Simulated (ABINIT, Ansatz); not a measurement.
# Er (P6_3/mmc): from the cell to the phonon bands, part 3 of 4

How does Er (P6_3/mmc) vibrate, and is this structure a minimum?

ABINIT 10.8.3; DFT PBE, scalar-relativistic, plane waves, PseudoDojo norm-conserving, 4f in core pseudopotentials.

So far. Step 4 (Self-consistent run for the response): The cell stands at -1.1 GPa: the relaxation ran with a smoothed and higher cutoff, and the difference is a stress of the finite basis. Step 5 (Linear response at Γ): The acoustic modes at Γ come out as far as 1.7 cm⁻¹ from zero, where they should vanish, a small numerical error. The relaxed cell has a = 3.564, c = 5.565 Å (conventional setting).

## (7) Interpolated phonon bands

anaddb transforms the dynamical matrices to force constants and back along the path; points of the mesh come back as solved, but for the sum rule and, in polar crystals, the LO-TO term at Γ; the rest is interpolation.

anaddb.abi

```
ddb_filepath "all_DDB"
output_file "anaddb.abo"
outdata_prefix "anaddb"
ifcflag 1
ngqpt 3 3 2
nqshft 1
q1shft 0.0 0.0 0.0
asr 1
chneut 0
dipdip 0
dipquad 0
quadquad 0
enunit 0
eivec 0
nph1l 93
qph1l 
    0.0 0.0 0.0 1.0
    0.05 0.0 0.0 1.0
    0.1 0.0 0.0 1.0
    0.15 0.0 0.0 1.0
    0.2 0.0 0.0 1.0
    0.25 0.0 0.0 1.0
    0.3 0.0 0.0 1.0
    0.35 0.0 0.0 1.0
    0.4 0.0 0.0 1.0
    0.45 0.0 0.0 1.0
    0.5 0.0 0.0 1.0
    0.48333333 0.03333333 0.0 1.0
    0.46666667 0.06666667 0.0 1.0
    0.45 0.1 0.0 1.0
    0.43333333 0.13333333 0.0 1.0
    0.41666667 0.16666667 0.0 1.0
    0.4 0.2 0.0 1.0
    0.38333333 0.23333333 0.0 1.0
    0.36666667 0.26666667 0.0 1.0
    0.35 0.3 0.0 1.0
    0.33333333 0.33333333 0.0 1.0
    0.3 0.3 0.0 1.0
    0.26666667 0.26666667 0.0 1.0
    0.23333333 0.23333333 0.0 1.0
    0.2 0.2 0.0 1.0
    0.16666667 0.16666667 0.0 1.0
    0.13333333 0.13333333 0.0 1.0
    0.1 0.1 0.0 1.0
    0.06666667 0.06666667 0.0 1.0
    0.03333333 0.03333333 0.0 1.0
    0.0 0.0 0.0 1.0
    0.0 0.0 0.05 1.0
    0.0 0.0 0.1 1.0
    0.0 0.0 0.15 1.0
    0.0 0.0 0.2 1.0
    0.0 0.0 0.25 1.0
    0.0 0.0 0.3 1.0
    0.0 0.0 0.35 1.0
    0.0 0.0 0.4 1.0
    0.0 0.0 0.45 1.0
    0.0 0.0 0.5 1.0
    0.05 0.0 0.5 1.0
    0.1 0.0 0.5 1.0
    0.15 0.0 0.5 1.0
    0.2 0.0 0.5 1.0
    0.25 0.0 0.5 1.0
    0.3 0.0 0.5 1.0
    0.35 0.0 0.5 1.0
    0.4 0.0 0.5 1.0
    0.45 0.0 0.5 1.0
    0.5 0.0 0.5 1.0
    0.48333333 0.03333333 0.5 1.0
    0.46666667 0.06666667 0.5 1.0
    0.45 0.1 0.5 1.0
    0.43333333 0.13333333 0.5 1.0
    0.41666667 0.16666667 0.5 1.0
    0.4 0.2 0.5 1.0
    0.38333333 0.23333333 0.5 1.0
    0.36666667 0.26666667 0.5 1.0
    0.35 0.3 0.5 1.0
    0.33333333 0.33333333 0.5 1.0
    0.3 0.3 0.5 1.0
    0.26666667 0.26666667 0.5 1.0
    0.23333333 0.23333333 0.5 1.0
    0.2 0.2 0.5 1.0
    0.16666667 0.16666667 0.5 1.0
    0.13333333 0.13333333 0.5 1.0
    0.1 0.1 0.5 1.0
    0.06666667 0.06666667 0.5 1.0
    0.03333333 0.03333333 0.5 1.0
    0.0 0.0 0.5 1.0
    0.5 0.0 0.5 1.0
    0.5 0.0 0.45 1.0
    0.5 0.0 0.4 1.0
    0.5 0.0 0.35 1.0
    0.5 0.0 0.3 1.0
    0.5 0.0 0.25 1.0
    0.5 0.0 0.2 1.0
    0.5 0.0 0.15 1.0
    0.5 0.0 0.1 1.0
    0.5 0.0 0.05 1.0
    0.5 0.0 0.0 1.0
    0.33333333 0.33333333 0.5 1.0
    0.33333333 0.33333333 0.45 1.0
    0.33333333 0.33333333 0.4 1.0
    0.33333333 0.33333333 0.35 1.0
    0.33333333 0.33333333 0.3 1.0
    0.33333333 0.33333333 0.25 1.0
    0.33333333 0.33333333 0.2 1.0
    0.33333333 0.33333333 0.15 1.0
    0.33333333 0.33333333 0.1 1.0
    0.33333333 0.33333333 0.05 1.0
    0.33333333 0.33333333 0.0 1.0
```

mrgddb.in

```
all_DDB
merged
6
dfpt_gammao_DDB
dfpt_qo_DS1_DDB
dfpt_qo_DS2_DDB
dfpt_qo_DS3_DDB
dfpt_qo_DS4_DDB
dfpt_qo_DS5_DDB
```

Run with:

```
$ mrgddb < mrgddb.in > mrgddb.log
$ OMP_NUM_THREADS=1 anaddb anaddb.abi > anaddb.log
```

anaddb.abo, the main output file:

```text
[banners, grids, parts of the stress and lines that vanish by symmetry left out]
-outvars_anaddb: echo values of input variables ----------------------

 Flags :
[...]
Phonon wavevector (reduced coordinates) :  0.00000  0.00000  0.00000
 Phonon energies in Hartree :
[...]
Phonon frequencies in cm-1    :
-  0.000000E+00  0.000000E+00  0.000000E+00  6.746094E+01  6.746094E+01
-  1.134857E+02
[...]
Phonon wavevector (reduced coordinates) :  0.05000  0.00000  0.00000
 Phonon energies in Hartree :
[...]
Phonon frequencies in cm-1    :
-  9.796656E+00  1.057103E+01  1.585004E+01  6.837816E+01  6.864357E+01
-  1.135215E+02
[...]
Phonon wavevector (reduced coordinates) :  0.10000  0.00000  0.00000
 Phonon energies in Hartree :
[...]
Phonon frequencies in cm-1    :
-  1.933954E+01  2.064784E+01  3.123526E+01  7.095427E+01  7.191216E+01
-  1.135706E+02
[...]
Phonon wavevector (reduced coordinates) :  0.15000  0.00000  0.00000
 Phonon energies in Hartree :
[...]
Phonon frequencies in cm-1    :
-  2.840324E+01  2.979239E+01  4.571600E+01  7.473719E+01  7.657856E+01
-  1.134801E+02
[...]
Phonon wavevector (reduced coordinates) :  0.20000  0.00000  0.00000
 Phonon energies in Hartree :
[...]
Phonon frequencies in cm-1    :
-  3.681129E+01  3.767400E+01  5.889946E+01  7.915837E+01  8.184605E+01
-  1.130591E+02
[...]
Phonon wavevector (reduced coordinates) :  0.25000  0.00000  0.00000
 Phonon energies in Hartree :
[...]
Phonon frequencies in cm-1    :
-  4.410528E+01  4.444089E+01  7.045446E+01  8.367175E+01  8.703551E+01
-  1.121520E+02
  Phonon wavevector (reduced coordinates) :  0.30000  0.00000  0.00000
 Phonon energies in Hartree :
[...]
Phonon frequencies in cm-1    :
-  4.905068E+01  5.120288E+01  8.011605E+01  8.782970E+01  9.167576E+01
-  1.107068E+02
  Phonon wavevector (reduced coordinates) :  0.35000  0.00000  0.00000
 Phonon energies in Hartree :
[...]
Phonon frequencies in cm-1    :
-  5.260302E+01  5.699112E+01  8.767885E+01  9.130790E+01  9.550487E+01
-  1.088329E+02
  Phonon wavevector (reduced coordinates) :  0.40000  0.00000  0.00000
 Phonon energies in Hartree :
[...]
Phonon frequencies in cm-1    :
-  5.493468E+01  6.160485E+01  9.299443E+01  9.389895E+01  9.841877E+01
-  1.068422E+02
  Phonon wavevector (reduced coordinates) :  0.45000  0.00000  0.00000
 Phonon energies in Hartree :
[...]
Phonon frequencies in cm-1    :
-  5.623554E+01  6.468459E+01  9.548800E+01  9.603927E+01  1.003322E+02
-  1.052492E+02
  Phonon wavevector (reduced coordinates) :  0.50000  0.00000  0.00000
 Phonon energies in Hartree :
[...]
Phonon frequencies in cm-1    :
-  5.665105E+01  6.578531E+01  9.602251E+01  9.700390E+01  1.010220E+02
-  1.046276E+02
  Phonon wavevector (reduced coordinates) :  0.48333  0.03333  0.00000
 Phonon energies in Hartree :
[...]
Phonon frequencies in cm-1    :
-  5.718898E+01  6.601236E+01  9.501286E+01  9.784466E+01  1.009266E+02
-  1.043917E+02
  Phonon wavevector (reduced coordinates) :  0.46667  0.06667  0.00000
 Phonon energies in Hartree :
[...]
Phonon frequencies in cm-1    :
-  5.874370E+01  6.668969E+01  9.349716E+01  9.886694E+01  1.006441E+02
-  1.036899E+02
  Phonon wavevector (reduced coordinates) :  0.45000  0.10000  0.00000
 Phonon energies in Hartree :
[...]
Phonon frequencies in cm-1    :
-  6.115373E+01  6.780563E+01  9.184427E+01  9.974024E+01  1.001862E+02
-  1.025393E+02
[...]
Phonon wavevector (reduced coordinates) :  0.10000  0.00000  0.50000
 Phonon energies in Hartree :
[...]
Phonon frequencies in cm-1    :
-  5.241219E+01  5.241219E+01  5.414021E+01  5.414021E+01  8.287235E+01
-  8.287235E+01
  Phonon wavevector (reduced coordinates) :  0.15000  0.00000  0.50000
 Phonon energies in Hartree :
[...]
Phonon frequencies in cm-1    :
-  5.644439E+01  5.644439E+01  5.896093E+01  5.896093E+01  8.440491E+01
-  8.440491E+01
  Phonon wavevector (reduced coordinates) :  0.20000  0.00000  0.50000
 Phonon energies in Hartree :
[...]
Phonon frequencies in cm-1    :
-  6.089945E+01  6.089945E+01  6.282091E+01  6.282091E+01  8.745905E+01
-  8.745905E+01
  Phonon wavevector (reduced coordinates) :  0.25000  0.00000  0.50000
 Phonon energies in Hartree :
[...]
Phonon frequencies in cm-1    :
-  6.500145E+01  6.500145E+01  6.518236E+01  6.518236E+01  9.194364E+01
-  9.194364E+01
  Phonon wavevector (reduced coordinates) :  0.30000  0.00000  0.50000
 Phonon energies in Hartree :
[...]
Phonon frequencies in cm-1    :
-  6.591509E+01  6.591509E+01  6.889995E+01  6.889995E+01  9.693615E+01
-  9.693615E+01
  Phonon wavevector (reduced coordinates) :  0.35000  0.00000  0.50000
 Phonon energies in Hartree :
[...]
Phonon frequencies in cm-1    :
-  6.619572E+01  6.619572E+01  7.184175E+01  7.184175E+01  1.014908E+02
-  1.014908E+02
[...]
Phonon wavevector (reduced coordinates) :  0.33333  0.33333  0.05000
 Phonon energies in Hartree :
[...]
Phonon frequencies in cm-1    :
-  7.922975E+01  7.922975E+01  8.709104E+01  8.709104E+01  9.556567E+01
-  1.021729E+02
  Phonon wavevector (reduced coordinates) :  0.33333  0.33333  0.00000
 Phonon energies in Hartree :
[...]
Phonon frequencies in cm-1    :
-  8.144367E+01  8.144367E+01  8.515443E+01  8.515443E+01  9.558292E+01
-  1.022686E+02
-
```

Run time: 0.52 s. Hardware: 1 thread of Arm Neoverse V1, shared host.

This step gave:

```yaml
lowest_frequency_on_the_path: 0 cm⁻¹
```

Anaddb. The phonon branches at the labelled points (cm⁻¹):

| point | branch 1 | branch 2 | branch 3 | branch 4 | branch 5 | branch 6 |
| --- | --- | --- | --- | --- | --- | --- |
| Γ | 0 | 0 | 0 | 68 | 68 | 114 |
| M | 57 | 66 | 96 | 97 | 101 | 105 |
| K | 81 | 81 | 85 | 85 | 96 | 102 |
| Γ | 0 | 0 | 0 | 68 | 68 | 114 |
| A | 48 | 48 | 48 | 48 | 82 | 82 |
| L | 66 | 66 | 76 | 76 | 108 | 108 |
| H | 53 | 53 | 97 | 97 | 101 | 101 |
| A | 48 | 48 | 48 | 48 | 82 | 82 |
| jump to L | 66 | 66 | 76 | 76 | 108 | 108 |
| M | 57 | 66 | 96 | 97 | 101 | 105 |
| jump to H | 53 | 53 | 97 | 97 | 101 | 101 |
| K | 81 | 81 | 85 | 85 | 96 | 102 |

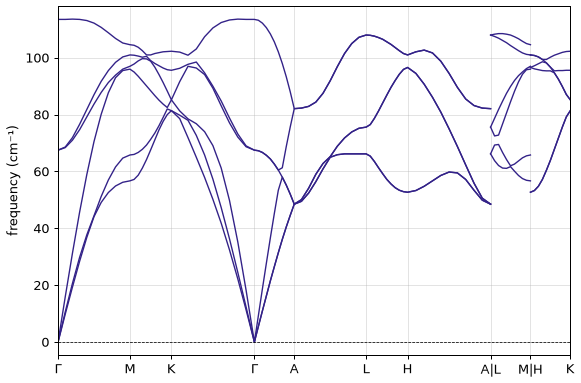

Phonon branches along the path.

All branches are real along the path.

## (8) Density of states

Sums over the zone need many more wavevectors than were solved, so the interpolation is sampled on a dense mesh.

anaddb.abi

```
ddb_filepath "all_DDB"
output_file "anaddb.abo"
outdata_prefix "anaddb"
ifcflag 1
ngqpt 3 3 2
nqshft 1
q1shft 0.0 0.0 0.0
asr 1
chneut 0
dipdip 0
dipquad 0
quadquad 0
prtdos 2
ng2qpt 15 15 8
dosdeltae 4.5563e-06
ntemper 11
temperinc 100.0
tempermin 0.0
```

Run with:

```
$ OMP_NUM_THREADS=1 anaddb anaddb.abi > anaddb.log
```

anaddb.abo, the main output file:

```text
-outvars_anaddb: echo values of input variables ----------------------

 Flags :
     ifcflag         1
 Miscellaneous information :
         asr         1
      chneut         0
 Interatomic Force Constants Inputs :
      dipdip         0
     dipquad         0
    quadquad         0
      ifcana         0
      ifcout         0
 Description of grid 1 :
        brav         1
       ngqpt         3         3         2
      nqshft         1
      q1shft
                     0.00000000E+00  0.00000000E+00  0.00000000E+00
 Phonon DOS information :
   dosdeltae  4.55630000E-06
    dossmear  4.55633525E-06
 Description of grid 2 (Fourier interp. or BZ sampling):
      ng2qpt        15        15         8
      ngrids         4
      q2shft         0.00000000E+00  0.00000000E+00  0.00000000E+00

================================================================================

 read the DDB information and perform some checks

  ==== Info on the Cryst% object ====
 Real(R)+Recip(G) space primitive vectors, cartesian coordinates (Bohr,Bohr^-1):
 R(1)=  6.7341667  0.0000000  0.0000000  G(1)=  0.1484965  0.0857345  0.0000000
 R(2)= -3.3670834  5.8319595  0.0000000  G(2)=  0.0000000  0.1714690  0.0000000
 R(3)=  0.0000000  0.0000000 10.5163431  G(3)=  0.0000000  0.0000000  0.0950901
 Unit cell volume ucvol=  4.1301242E+02 bohr^3
 Angles (23,13,12)=  9.00000000E+01  9.00000000E+01  1.20000000E+02 degrees
 Time-reversal symmetry is present
 Reduced atomic positions [iatom, xred, symbol]:
    1)    0.3333333  0.6666667  0.2500000  Er
    2)    0.6666667  0.3333333  0.7500000  Er

 DDB file with 6 blocks has been read.

================================================================================

 Calculation of the interatomic forces

       Homogeneous q point set in the B.Z.
 Grid q points  :       18
  1)   0.00000000E+00  0.00000000E+00  0.00000000E+00
  2)   3.33333333E-01  0.00000000E+00  0.00000000E+00
  3)  -3.33333333E-01  0.00000000E+00  0.00000000E+00
  4)   0.00000000E+00  3.33333333E-01  0.00000000E+00
  5)   3.33333333E-01  3.33333333E-01  0.00000000E+00
  6)  -3.33333333E-01  3.33333333E-01  0.00000000E+00
  7)   0.00000000E+00 -3.33333333E-01  0.00000000E+00
  8)   3.33333333E-01 -3.33333333E-01  0.00000000E+00
  9)  -3.33333333E-01 -3.33333333E-01  0.00000000E+00
 10)   0.00000000E+00  0.00000000E+00  5.00000000E-01
 11)   3.33333333E-01  0.00000000E+00  5.00000000E-01
 12)  -3.33333333E-01  0.00000000E+00  5.00000000E-01
 13)   0.00000000E+00  3.33333333E-01  5.00000000E-01
 14)   3.33333333E-01  3.33333333E-01  5.00000000E-01
 15)  -3.33333333E-01  3.33333333E-01  5.00000000E-01
 16)   0.00000000E+00 -3.33333333E-01  5.00000000E-01
 17)   3.33333333E-01 -3.33333333E-01  5.00000000E-01
 18)  -3.33333333E-01 -3.33333333E-01  5.00000000E-01

 The interatomic forces have been obtained

================================================================================

 Calculation of phonon density of states

 Average speed of sound partial sums:     0.9459140996E-03 (at units)
-                                   =           2.0694 [km/s]

 Debye frequency from partial sums:     0.4950863891E-03 (Ha)
-                                 =     0.3257511953E+01 (THz)
-Debye temperature from partial sums:     0.1563359168E+03 (K)

 Average speed of sound:     0.9946078384E-03 (at units)
-                      =           2.1759 [km/s]

 Debye frequency from DOS:     0.5205724320E-03 (Ha)
-                        =     0.3425202060E+01 (THz)
-Debye temperature from DOS:     0.1643837726E+03 (K)

-
```

Wall time 0.54 s (1 thread).

This step gave:

```
share of modes beyond 3i cm⁻¹ on the dense interpolated mesh : 0
zero-point energy per atom                                   : 14.63 meV
heat capacity at 300 K                                       : 24.63 J/(mol atoms K)
vibrational entropy at 300 K                                 : 50.40 J/(mol atoms K)
```

The phonon density of states has structure finer than the step of the table below, so its rows give means over 10 cm⁻¹, whole bins alone (the curve runs from -30 to 143 cm⁻¹). Peaks (cm⁻¹: height): 58.0: 0.122, 84.0: 0.107, 106.0: 0.144.

Tetrahedra. Phonon density of states against wavenumber; means over each step:

| wavenumber (cm⁻¹) | phonon density of states (1/cm⁻¹/cell) |
| --- | --- |
| -10 | 0 |
| 0 | 1.7e-5 |
| 10 | 4.8e-4 |
| 20 | 0.00273 |
| 30 | 0.00746 |
| 40 | 0.0167 |
| 50 | 0.0502 |
| 60 | 0.100 |
| 70 | 0.0761 |
| 80 | 0.0903 |
| 90 | 0.0914 |
| 100 | 0.107 |
| 110 | 0.0560 |
| 120 | 0 |

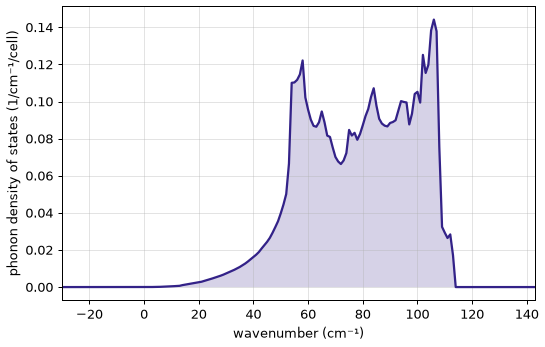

Phonon density of states against wavenumber.

Harmonic thermodynamic functions per atom, summed over the density of states scaled to three modes an atom; melting is ignored. Thermodynamic functions:

| T (K) | F_vib (meV/atom) | S (J/mol-atom/K) | C_V (J/mol-atom/K) |
| --- | --- | --- | --- |
| 0 | 14.63 | 0 | 0 |
| 50 | 12.85 | 10.43 | 16.5 |
| 100 | 3.63 | 24.2 | 22.32 |
| 200 | -30.74 | 40.48 | 24.25 |
| 300 | -78.16 | 50.4 | 24.63 |
| 400 | -134.2 | 57.5 | 24.77 |
| 500 | -196.8 | 63.04 | 24.83 |
| 600 | -264.6 | 67.57 | 24.86 |
| 700 | -336.6 | 71.4 | 24.89 |
| 800 | -412.4 | 74.73 | 24.9 |
| 900 | -491.4 | 77.66 | 24.91 |
| 1000 | -573.3 | 80.28 | 24.91 |

At 300 K the heat capacity has reached 99 % of the Dulong-Petit value.

(Continued in part 4 of 4.)

[Host names and launcher messages were left out of these logs when they were recorded.]

[Logs are printed without paths, hosts, clocks, repeated set-up lines and the standing remarks that a program may print on its own settings, such as how far it seeks lower states.]

[Hosts, paths, dates, database ids (printed as entryN), source tags and the programs' standing remarks are cut or masked in the printed files.]
